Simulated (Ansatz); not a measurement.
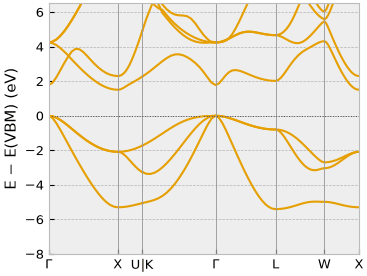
Band structure from DFT-PBE in the program Ansatz with PAW potentials

**Question.** Read off the gap and where the band edges lie.

**Answer.** About 1.5 eV (1.50 eV by a search for the band edges); maximum at Γ, minimum at X.

The material is AlAs (zinc blende, F-43m).

The cell was relaxed with PBE under the symmetry of its start. Scalar-relativistic: spin–orbit coupling is off unless named, which matters more the heavier the elements.

Potentials: the earlier of the program's two PAW sets.
